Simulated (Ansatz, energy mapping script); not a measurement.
# NiO: exchange couplings from total energies

How strongly do the moments of NiO couple under HSE06? The plan is to run several orders and fit a Heisenberg model.

Calculated with Ansatz 0.2.0; HSE06; plane waves, collinear spin, no spin–orbit coupling.

## (1) Starting point

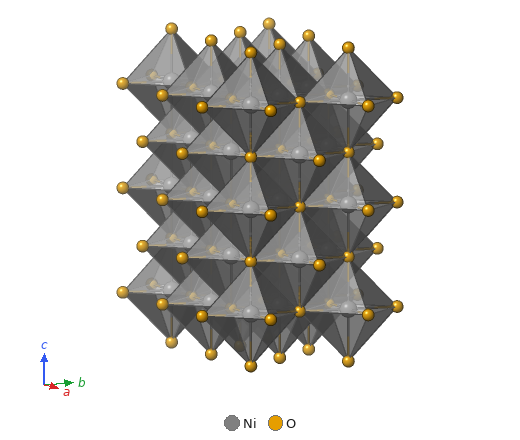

The cell as given, slightly off an axis (nickel grey, oxygen orange). 2×1×2 cells are drawn. This picture shows the conventional cell, with its axes. Some periodic images of atoms are drawn too.

Exact exchange localises the open shell without a U to choose, and it is dear.

## (2) Run 1 (parallel; cell A, 4 atoms)

The parallel order is the zero of energy for this cell and mesh.

Input file input.yaml:

```yaml
crystal:
  lattice:
    - [0.0, -2.085901641, -2.085901641]
    - [0.0, 2.085901641, -2.085901641]
    - [4.171803282, 0.0, 0.0]
  atoms:
    - { symbol: Ni, position: [0.5, 0.5, 0.5], spin: 2.0 }
    - { symbol: Ni, position: [0.0, 0.0, 0.0], spin: 2.0 }
    - { symbol: O, position: [0.5, 0.5, 0.0] }
    - { symbol: O, position: [0.0, 0.0, 0.5] }
magnetization:
  spin_polarized: true
kpoints:
  mp_grid: { grid: [8, 8, 6] }
hamiltonian:
  xc: hse06
scf:
  occupations: { method: fermi_dirac, width: 0.05 }
output:
  eigenvalues: true
```

Command:

```console
$ ansatz run input.yaml --threads 4 --pin off --max-ram 8192MiB --backend cpu --events-out ev --progress --plain --runs-dir out
```

Numbers of over 12 decimals in the logs are rounded to 6 here.

The log of the run:

```text
Engine: ansatz 0.2.0, aarch64-unknown-linux-gnu
Pseudopotentials: kind: paw
Pseudopotential: Ni, paw, valence charge 18, recommended cutoff 420 eV (normal), Ni.paw.azcp
Pseudopotential: O, paw, valence charge 6, recommended cutoff 420 eV (normal), O.paw.azcp
Functional definition: HSE06
  parameter a = 0.25
  parameter omega = 0.11/bohr
  exchange = pbe_x - a*pbe_x_sr(omega) + a*exact_x_sr(omega)
  correlation = pbe_c
Crystal: 4 atoms, lattice volume = 36.303 Å³
Basis set: ecut = 420 eV, 681 PW (Γ)
Bands: 32, of which v1, the nominal top of the filled ones, is band 24 counted from 1 (23 counted from 0)
Symmetry: 32 space group operations
Space group: Fm-3m (ITA 225), of the structure as read, at distance tolerance 3.3e-5 Å
Magnetic group: BNS 225.116 (UNI 1618), of the structure as read, at distance tolerance 3.3e-5 Å
k-points: 60 of 384
Non-local potential: Ni, projectors of the file, l = 0: 3, l = 1: 2, l = 2: 3, l = 3: 1
Non-local potential: O, projectors of the file, l = 0: 2, l = 1: 2, l = 2: 1
PAW form: soft (Blöchl's): semilocal exchange-correlation on the pseudo side does not see the compensation charge
PAW frozen core: Ni, regenerated for the run's functional, and the local potential with it (the file was generated under x = pbe(κ = 0.804, μ = 0.219515), c = pbe(β = 0.066725))
PAW frozen core: O, regenerated for the run's functional, and the local potential with it (the file was generated under x = pbe(κ = 0.804, μ = 0.219515), c = pbe(β = 0.066725))
PAW one-centre angular grid: Ni, 590 points (default); XC on 96 Gauss nodes
PAW one-centre angular grid: O, 110 points (default); XC on 96 Gauss nodes
Initial density: superposition of atomic densities (chi_scale 0.1, normalization cell, long waves kept (reshape's long-wave potential 0.00 eV rms))
Starting moments: Σ|m| = 4 μB on 2 of 4 sites
Initial wavefunctions: pseudopotential atomic-orbital guess
Functional: x = pbe(κ = 0.804, μ = 0.219515), c = pbe(β = 0.066725), warm-up for x = pbe(κ = 0.804, μ = 0.219515) + 0.25 (exact − pbe) at short range (hse, ω = 0.207870 Å⁻¹), c = pbe(β = 0.066725); HSE06 as pw.x's `hse` composes it (authors' and Libxc's form: `xc: wpbeh`)
SCF iter   1: F=—  HF=-12817.311114 eV  |F-HF|=—  |Δ(HF+E_count)|=         —  Δρ=3.83e-1 (↑9.62e-2 ↓3.83e-1)  dr2=5.33e1  dr2_m=1.00e1  M=0.923 μB ∫|m|=0.930 μB  β_m=0.30  ethr=1.00e-1  ⟨swp⟩=5.7  Hψ=10699  notcnv=0
preconditioner: auto → Kerker (q_TF=auto, 2.858 Å⁻¹)  [metal: Δε(μ)=0.038 eV  Ē_g=13.911 eV  σ=0.050 eV  W_gap=0.19  n_scr=14 (ndim 8)  ℏωp=34.9 eV  f_vac=0.000  D(μ)=1.97/eV (n_scr^D=20)]
spin=Collinear: Kerker preconditioning applied to the charge; magnetization (m = ρ↑ − ρ↓) channel mixes plain (no charge-response kernel on spin).
iter 2 solved again at ethr=1.81e-3 eV; its pass at ethr=1.00e-1 eV (dr2=8.70e-1 eV) is discarded
SCF iter   2: F=—  HF=-12811.436328 eV  |F-HF|=—  |Δ(HF+E_count)|=    5.87e0  Δρ=7.65e-2 (↑7.65e-2 ↓6.75e-2)  dr2=9.36e-1  dr2_m=8.78e-1  M=2.203 μB ∫|m|=2.206 μB  β_m=0.30  ethr=1.81e-3  ⟨swp⟩=3.5  Hψ=17199  notcnv=0  defer=18
SCF iter   3: F=—  HF=-12811.190134 eV  |F-HF|=—  |Δ(HF+E_count)|=   2.46e-1  Δρ=6.49e-2 (↑4.13e-2 ↓6.49e-2)  dr2=5.34e-1  dr2_m=6.79e-1  M=2.034 μB ∫|m|=2.036 μB  β_m=0.30  ethr=1.81e-3  ⟨swp⟩=3.1  Hψ=9014  notcnv=0  defer=7
SCF iter   4: F=—  HF=-12811.210723 eV  |F-HF|=—  |Δ(HF+E_count)|=   2.06e-2  Δρ=2.56e-2 (↑2.56e-2 ↓2.22e-2)  dr2=1.34e-2  dr2_m=1.72e-1  M=2.251 μB ∫|m|=2.253 μB  β_m=1.00  ethr=1.11e-3  ⟨swp⟩=3.1  Hψ=10466  notcnv=0  defer=7
SCF iter   5: F=—  HF=-12811.208182 eV  |F-HF|=—  |Δ(HF+E_count)|=   2.54e-3  Δρ=2.17e-2 (↑8.56e-3 ↓2.17e-2)  dr2=1.36e-1  dr2_m=4.47e-2  M=2.457 μB ∫|m|=2.466 μB  β_m=1.00  ethr=2.80e-5  ⟨swp⟩=4.1  Hψ=12244  notcnv=0  defer=5
SCF iter   6: F=—  HF=-12811.230724 eV  |F-HF|=—  |Δ(HF+E_count)|=   2.25e-2  Δρ=5.42e-3 (↑2.34e-3 ↓5.42e-3)  dr2=8.20e-3  dr2_m=2.06e-3  M=2.512 μB ∫|m|=2.521 μB  β_m=1.00  ethr=2.80e-5  ⟨swp⟩=3.2  Hψ=9850  notcnv=0  defer=5
SCF iter   7: F=—  HF=-12811.256125 eV  |F-HF|=—  |Δ(HF+E_count)|=   2.54e-2  Δρ=4.22e-3 (↑4.22e-3 ↓3.30e-3)  dr2=9.72e-3  dr2_m=9.08e-4  M=2.551 μB ∫|m|=2.559 μB  β_m=0.30  ethr=1.71e-5  ⟨swp⟩=3.2  Hψ=9050  notcnv=0  defer=1
Mixer restart at iter 7: flushing history
spin-set hold released at iteration 7 (site moments contracting): the magnetisation degrees of freedom join the quasi-Newton model from the next iteration; the mixer history was flushed
SCF iter   8: F=—  HF=-12811.273834 eV  |F-HF|=—  |Δ(HF+E_count)|=   1.77e-2  Δρ=5.82e-3 (↑5.48e-3 ↓5.82e-3)  dr2=6.21e-4  dr2_m=1.03e-2  M=2.637 μB ∫|m|=2.644 μB  β_m=0.65  ethr=1.71e-5  ⟨swp⟩=2.9  Hψ=7922  notcnv=0
[...]
SCF 1 converged in 25 iterations: F = -12811.348007 eV  dr2 = 6.09e-10
  greatest PAW one-centre occupation: 1.002 electrons in one spin orbital (limit 2), on the Ni atom at site 1 (counted from 0), in its partial waves of l = 1
Initial density: handed on by an earlier stage of this run
Starting moments: Σ|m| = 4 μB on 2 of 4 sites; this step starts from the density that it was given
Initial wavefunctions: those handed on with the density
[...]
SCF iter   4: F=—  HF=-12810.396605 eV  |F-HF|=—  |Δ(HF+E_count)|=   8.44e-7  Δρ=3.05e-5 (↑2.94e-5 ↓3.05e-5)  dr2=8.99e-8  dr2_m=2.45e-7  M=4.000 μB ∫|m|=4.062 μB  β_m=0.59  ethr=1.51e-9  ⟨swp⟩=3.1  Hψ=8404  notcnv=0  defer=1
SCF iter   5: F=-12810.396605 eV  HF=-12810.396605 eV  |F-HF|=5.81e-8  |Δ(HF+E_count)|=   2.33e-7  Δρ=1.50e-5 (↑3.35e-6 ↓1.50e-5)  dr2=7.15e-8  dr2_m=1.28e-8  M=4.000 μB ∫|m|=4.063 μB  ethr=1.71e-10  ⟨swp⟩=3.6  Hψ=10221  notcnv=0  defer=2
SCF 3 converged in 5 iterations: F = -12810.396605 eV  dr2 = 7.15e-8
hybrid outer 2: dexx = +1.650e-5 eV, tail = 1.36e-6 eV, Δε = 1.58e-2 eV (about 6.59e-4 eV left of the loop's levels)
Exchange kernel: α = 0.2500, screened, ω = 0.2079 Å⁻¹, Wigner–Seitz truncation, v(0) = 1046.7717 eV·Å³, q-mesh 8×8×6, nearest image of the exchange supercell L = 23.60 Å, pair-density grid 18×18×24, without the augmentation charges, whose exchange is taken in its separable form by FFT convolution over the k-point mesh (sized by the pseudopotential files, 20×20×30 at the most), smooth part of the exact exchange by density-matrix convolution
Frozen-core exchange: fock
SCF iter   1: F=—  HF=-12810.396603 eV  |F-HF|=—  |Δ(HF+E_count)|=         —  Δρ=1.14e-5 (↑9.22e-6 ↓1.14e-5)  dr2=4.96e-8  dr2_m=9.63e-9  M=4.000 μB ∫|m|=4.063 μB  β_m=0.30  ethr=1.42e-8  ⟨swp⟩=2.6  Hψ=7787  notcnv=0
preconditioner: auto → none  [insulator: Δε(μ)=3.027 eV  Ē_g=16.335 eV  σ=0.050 eV  W_gap=1.00  n_scr=14 (ndim 8)  ℏωp=34.9 eV  f_vac=0.000  D(μ)=0.00/eV (n_scr^D=0)]
SCF iter   2: F=-12810.396603 eV  HF=-12810.396603 eV  |F-HF|=1.93e-9  |Δ(HF+E_count)|=   3.35e-8  Δρ=8.69e-6 (↑6.59e-6 ↓8.69e-6)  dr2=1.21e-8  dr2_m=1.46e-8  M=4.000 μB ∫|m|=4.063 μB  ethr=9.47e-11  ⟨swp⟩=4.0  Hψ=10057  notcnv=0  defer=2
SCF 4 converged in 2 iterations: F = -12810.396603 eV  dr2 = 1.21e-8
hybrid outer 3: dexx = +3.692e-8 eV, tail = 7.33e-8 eV, Δε = 4.30e-4 eV (about 1.71e-4 eV left of the loop's levels)
The result ahead of the solve for the band table, with the exchange loop's own table, told since no file at a place of the run's own has it by now; the run can take it back:
hybrid SCF converged: 3 outer / 14 inner (+25 warm-up), last move |dexx| = 3.69e-8 eV, tail = 7.33e-8 eV
Magnetization: 4.0000 μB (26.0000 up, 22.0000 down)
Absolute magnetization: 4.0591 μB (∫|ρ↑−ρ↓|, with the PAW one-centre terms)
Spin contamination: 0.0061 ħ² per cell (⟨S²⟩ above its minimum at these occupations)
Per-site moments (μB) at R_I (Å): [(1.725299, 0.860434), (1.725299, 0.860434), (0.239496, 0.860434), (0.239496, 0.860434)]
Free energy (F): -12810.396603 eV
Frozen-core exchange: fock
Harris-Foulkes:  -12810.396603 eV  (|F-HF|=1.93e-9)
Internal energy: -12810.396603 eV  (E = F + TS)
E sigma→0 (E₀):  -12810.396603 eV
Fermi energy:    14.539345 eV
--- Per-component energies (eV) ---
  E_band       = -810.020141
  E_kinetic    = 902.704917
  E_local      = -7979.901502  (includes V_loc(G=0)·N_el)
  E_nonlocal   = 1387.970624
  E_hartree    = 3286.585911
  E_xc         = -250.708140
  E_vxc        = -318.681953  (∫ρ·V_xc dr)
  E_exx        = -234.411567  (= α·E_x^exact, valence–valence)
  E_paw        = -3412.559535  (= ΣΔE_a)
  E_vpaw       = -906.472063  (= ΣTr[D̂ρ^β])
  E_aug_tail   = 0.006368  (compensation charges beyond the density's cutoff)
  E_ewald      = -6509.597821
  E_core_change = -0.485859  (= ΣΔE_core)
  E_smearing   = -0.000000  (= −TS)
  E_closure    = -0.000000  (closes the sum)
  Σ components = -12810.396603   (vs F -12810.396603, Δ=0.00e0)
--- Band table (eV; the first three rows and the last of 120) ---
  k-point 0 ↑: bands = [... 20 lower, 9.0981, 9.8494, 9.8494, 10.5829, 10.5829, 10.5832, 16.6003, 21.3230, ... 1 higher]
  k-point 1 ↑: bands = [... 20 lower, 9.3821, 10.1119, 10.1119, 10.6552, 10.6749, 10.6749, 17.3033, 21.5251, ... 1 higher]
  k-point 2 ↑: bands = [... 20 lower, 10.0791, 10.5121, 10.5121, 10.6884, 10.8040, 10.8040, 18.9295, 21.6143, ... 1 higher]
  k-point 59 ↓: bands = [... 20 lower, 11.1578, 11.1578, 17.1110, 17.1110, 17.7193, 17.7193, 24.7240, 24.7240, ... 1 higher]
this state was not tested for a lower state beside it, because the functional holds exact exchange (a hybrid, or Hartree-Fock), whose exchange loop this test does not read (fock_operator); the stability check (scf.self_checks: high) cannot read this state: a pseudopotential is PAW: the check reads norm-conserving sets alone
hybrid SCF converged: 3 outer / 14 inner (+25 warm-up), last move |dexx| = 3.69e-8 eV, tail = 7.33e-8 eV
Magnetization: 4.0000 μB (26.0000 up, 22.0000 down)
Absolute magnetization: 4.0591 μB (∫|ρ↑−ρ↓|, with the PAW one-centre terms)
Spin contamination: 0.0061 ħ² per cell (⟨S²⟩ above its minimum at these occupations)
Per-site moments (μB) at R_I (Å): [(1.725299, 0.860434), (1.725299, 0.860434), (0.239496, 0.860434), (0.239496, 0.860434)]
Free energy (F): -12810.396603 eV
Frozen-core exchange: fock
Harris-Foulkes:  -12810.396603 eV  (|F-HF|=1.93e-9)
Internal energy: -12810.396603 eV  (E = F + TS)
E sigma→0 (E₀):  -12810.396603 eV
Fermi energy:    14.539345 eV
--- Per-component energies (eV) ---
  E_band       = -810.020141
  E_kinetic    = 902.704917
  E_local      = -7979.901502  (includes V_loc(G=0)·N_el)
  E_nonlocal   = 1387.970624
  E_hartree    = 3286.585911
  E_xc         = -250.708140
  E_vxc        = -318.681953  (∫ρ·V_xc dr)
  E_exx        = -234.411567  (= α·E_x^exact, valence–valence)
  E_paw        = -3412.559535  (= ΣΔE_a)
  E_vpaw       = -906.472063  (= ΣTr[D̂ρ^β])
  E_aug_tail   = 0.006368  (compensation charges beyond the density's cutoff)
  E_ewald      = -6509.597821
  E_core_change = -0.485859  (= ΣΔE_core)
  E_smearing   = -0.000000  (= −TS)
  E_closure    = -0.000000  (closes the sum)
  Σ components = -12810.396603   (vs F -12810.396603, Δ=0.00e0)
--- Band table (eV; the first three rows and the last of 120) ---
  k-point 0 ↑: bands = [... 20 lower, 9.0981, 9.8494, 9.8494, 10.5829, 10.5829, 10.5832, 16.6003, 21.3230, ... 4 higher]
  k-point 1 ↑: bands = [... 20 lower, 9.3821, 10.1119, 10.1119, 10.6552, 10.6748, 10.6748, 17.3033, 21.5251, ... 4 higher]
  k-point 2 ↑: bands = [... 20 lower, 10.0791, 10.5121, 10.5121, 10.6884, 10.8040, 10.8040, 18.9295, 21.6143, ... 4 higher]
  k-point 59 ↓: bands = [... 20 lower, 11.1578, 11.1578, 17.1111, 17.1111, 17.7194, 17.7194, 24.7240, 24.7240, ... 4 higher]
```

It took 1.7 min on 4 threads of Arm Neoverse N1, shared host; peak memory 2.5 GiB.

Reading the cycles: dr2 is the Hartree energy of the density residual (eV), the measure of convergence; HF is the Harris–Foulkes estimate of the energy, which meets the free energy F at convergence.

Spin moment in the sphere by atom:

```csv
atom,spin moment in the sphere (μB)
Ni1,1.73
Ni2,1.73
O3,0.24
O4,0.24
```

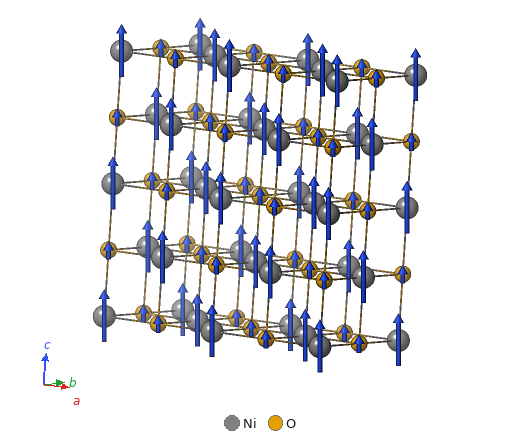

Spin moment in the sphere as arrows, the longest 1.73 μB. Up and down stand for the sign. Arrows give size and sign along the axis of quantisation, drawn up and down the page. Each arrow also spans its atom, so small moments look longer than they are. 2×1×2 conventional cells are drawn. Some periodic images of atoms are drawn too.

The run ends ferromagnetic.

## (3) Run 2 (compensated +−; cell A, 4 atoms)

This order reverses 8 of the 12 neighbours at 2.95 Å and 0 of the 6 neighbours at 4.17 Å, counted for an average magnetic atom.

input.yaml: that of step 2 with these lines changed.

```diff
@@ -7,3 +7,3 @@
     - { symbol: Ni, position: [0.5, 0.5, 0.5], spin: 2.0 }
-    - { symbol: Ni, position: [0.0, 0.0, 0.0], spin: 2.0 }
+    - { symbol: Ni, position: [0.0, 0.0, 0.0], spin: -2.0 }
     - { symbol: O, position: [0.5, 0.5, 0.0] }
```

The log of the run:

```text
[...]
Crystal: 4 atoms, lattice volume = 36.303 Å³
Basis set: ecut = 420 eV, 681 PW (Γ)
Bands: 32, of which v1, the nominal top of the filled ones, is band 24 counted from 1 (23 counted from 0)
Symmetry: 16 space group operations
[...]
k-points: 60 of 384
[...]
Starting moments: Σ|m| = 4 μB on 2 of 4 sites
Starting magnetic order: antiferromagnet; a translation exchanges its spin sublattices: spin-degenerate at every k-point
[...]
the translation (0.5, 0.5, 0.5) carries every atom to within crystal.symmetry.tolerance of an atom of its element with the starting moment reversed, but both spin channels are solved: under a hybrid functional one channel is solved only on norm-conserving pseudopotentials (hamiltonian.pseudopotentials.kind)
SCF iter   1: F=—  HF=-12817.313797 eV  |F-HF|=—  |Δ(HF+E_count)|=         —  Δρ=2.79e-1 (↑2.79e-1 ↓2.79e-1)  dr2=5.34e1  dr2_m=9.98e0  M=0.000 μB ∫|m|=0.762 μB  β_m=0.30  ethr=1.00e-1  ⟨swp⟩=5.7  Hψ=10800  notcnv=0
[...]
SCF iter  32: F=-12811.270327 eV  HF=-12811.270327 eV  |F-HF|=6.86e-10  |Δ(HF+E_count)|=  5.46e-11  Δρ=1.19e-6 (↑5.70e-7 ↓1.19e-6)  dr2=6.48e-10  dr2_m=6.98e-11  M=-0.000 μB ∫|m|=3.138 μB  ethr=1.89e-12  ⟨swp⟩=3.0  Hψ=8252  notcnv=0
SCF 1 converged in 32 iterations: F = -12811.270327 eV  dr2 = 6.48e-10
[...]
Frozen-core exchange: fock
[...]
SCF 2 stopped early in 7 iterations: F = -12810.367719 eV  dr2 = 4.10e-5
[...]
hybrid outer 1: dexx = +4.306e-1 eV, tail = 1.32e-3 eV
[...]
Frozen-core exchange: fock
[...]
SCF 3 converged in 5 iterations: F = -12810.364066 eV  dr2 = 8.33e-8
[...]
Frozen-core exchange: fock
[...]
SCF 4 converged in 2 iterations: F = -12810.364064 eV  dr2 = 8.93e-9
[...]
Magnetization: 0.0000 μB (24.0000 up, 24.0000 down)
Absolute magnetization: 3.8266 μB (∫|ρ↑−ρ↓|, with the PAW one-centre terms)
[...]
Per-site moments (μB) at R_I (Å): [(1.735572, 0.860434), (-1.735573, 0.860434), (-0.082219, 0.860434), (0.082221, 0.860434)]
Free energy (F): -12810.364064 eV
Frozen-core exchange: fock
[...]
Internal energy: -12810.364064 eV  (E = F + TS)
E sigma→0 (E₀):  -12810.364064 eV
Fermi energy:    14.731406 eV
[...]
--- Band table (eV; the first three rows and the last of 120) ---
  k-point 0 ↑: bands = [... 20 lower, 10.7703, 10.9675, 11.0072, 11.0072, 16.3134, 16.6688, 16.8260, 21.6087, ... 1 higher]
  k-point 1 ↑: bands = [... 20 lower, 10.8533, 10.8533, 11.1794, 11.1794, 16.3113, 16.8079, 17.6436, 21.8612, ... 1 higher]
  k-point 2 ↑: bands = [... 20 lower, 11.0711, 11.0711, 11.4256, 11.4256, 16.3072, 16.9686, 19.4096, 22.1459, ... 1 higher]
  k-point 59 ↓: bands = [... 20 lower, 11.0205, 11.0205, 11.0321, 11.1274, 17.0929, 17.7038, 23.9701, 24.6647, ... 1 higher]
[...]
Magnetization: 0.0000 μB (24.0000 up, 24.0000 down)
Absolute magnetization: 3.8266 μB (∫|ρ↑−ρ↓|, with the PAW one-centre terms)
[...]
Per-site moments (μB) at R_I (Å): [(1.735572, 0.860434), (-1.735573, 0.860434), (-0.082219, 0.860434), (0.082221, 0.860434)]
Free energy (F): -12810.364064 eV
Frozen-core exchange: fock
[...]
Internal energy: -12810.364064 eV  (E = F + TS)
E sigma→0 (E₀):  -12810.364064 eV
Fermi energy:    14.731406 eV
[...]
--- Band table (eV; the first three rows and the last of 120) ---
  k-point 0 ↑: bands = [... 20 lower, 10.7703, 10.9675, 11.0072, 11.0072, 16.3134, 16.6689, 16.8260, 21.6087, ... 4 higher]
  k-point 1 ↑: bands = [... 20 lower, 10.8533, 10.8533, 11.1794, 11.1794, 16.3113, 16.8080, 17.6436, 21.8612, ... 4 higher]
  k-point 2 ↑: bands = [... 20 lower, 11.0711, 11.0711, 11.4256, 11.4256, 16.3073, 16.9686, 19.4096, 22.1459, ... 4 higher]
  k-point 59 ↓: bands = [... 20 lower, 11.0205, 11.0205, 11.0321, 11.1274, 17.0930, 17.7039, 23.9701, 24.6647, ... 4 higher]
```

Run time: 1.9 min. Hardware: 4 threads; peak memory 2.4 GiB; 6.9 min of CPU time.

Spin moment in the sphere by atom:

```csv
atom,spin moment in the sphere (μB)
Ni1,1.74
Ni2,-1.74
O3,-0.08
O4,0.08
```

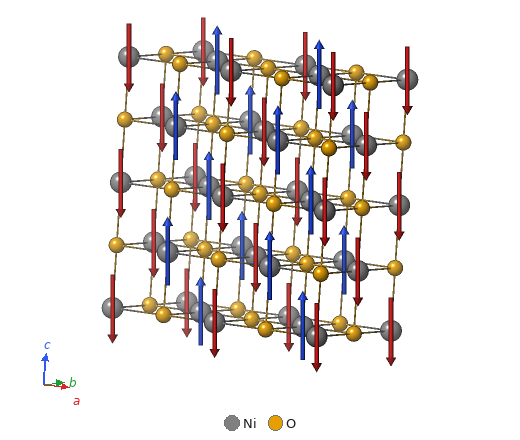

Spin moment in the sphere as arrows, the longest 1.74 μB. Up and down stand for the sign. Arrows give size and sign along the axis of quantisation, drawn up and down the page. The two directions have two colours. 2×1×2 conventional cells are drawn. Some periodic images of atoms are drawn too.

The run ends antiferromagnetic, 16.27 meV a magnetic atom above the parallel order of its cell.

[end of part 1 of 2]

[Logs and program files are shortened in this print: banners, set-up blocks, solver, clock and traceback lines can be left out without a mark of their own.]

[Logs are printed without paths, hosts, clocks, repeated set-up lines and the standing remarks that a program may print on its own settings, such as how far it seeks lower states.]

[Hosts, paths, dates, database ids (printed as entryN), source tags and the programs' standing remarks are cut or masked in the printed files.]

[Where a cell is said to come from a database of computed structures, the database is the Materials Project.]
